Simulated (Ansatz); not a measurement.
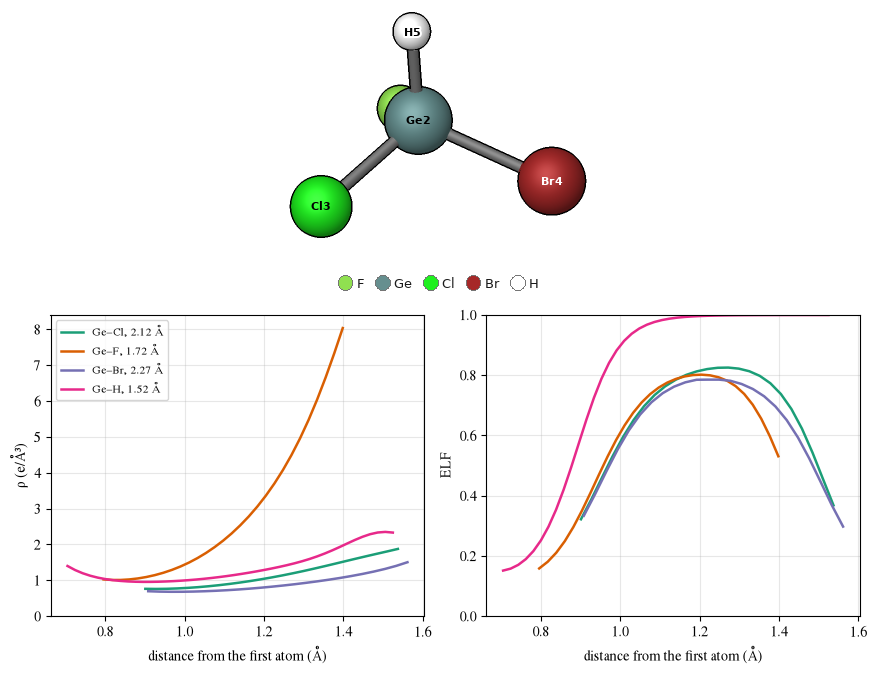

The picture shows: BrClFGeH (SMILES [F][GeH]([Cl])[Br]). Total electron density and ELF along straight lines between neighbouring atoms. The curves leave out the atomic cores. The structure is drawn too.

Geometry: PBE0-D4/def2-TZVP.

The calculation used Ansatz 0.2.0, RKS PBE0-D4/def2-TZVPP.

Input file:

```
crystal:
  periodic: [false, false, false]
  atoms:
    - {symbol: F, position_ang: [-0.769868, -0.305742, 1.511608]}
    - {symbol: Ge, position_ang: [0.068831, 0.099312, 0.064326]}
    - {symbol: Cl, position_ang: [1.458301, -1.465121, -0.279250]}
    - {symbol: Br, position_ang: [-1.474461, 0.157922, -1.600829]}
    - {symbol: H, position_ang: [0.767097, 1.440029, 0.262645]}
basis:
  gaussian: {orbitals: def2-TZVPP}
hamiltonian: {xc: pbe0, dispersion: d4}
output: {orbitals: {seedname: orbitals}}
```

Run with:

```sh
ansatz run in.yaml --threads 4 --pin off --events-out ev --progress --plain --max-ram 10444MiB
```

### Compare the contacts.

Ge–Cl (2.12 Å): ρ is about 0.83 e/Å³ halfway; the ELF peaks at about 0.85 in the valence shell of Cl, 0.8 Å from its nucleus, and is about 0.70 at the midpoint.
Ge–F (1.72 Å): ρ is about 1 e/Å³ halfway; the ELF peaks at about 0.80 in the valence shell of F, 0.5 Å from its nucleus, and is about 0.25 at the midpoint.
Ge–Br (2.27 Å): ρ is about 0.74 e/Å³ halfway; the ELF peaks at about 0.80 in the valence shell of Br, 1.1 Å from its nucleus, and is about 0.75 at the midpoint.
Ge–H (1.52 Å): the density is about 1.1 e/Å³ at the midpoint; the ELF climbs to about 1 towards the hydrogen.
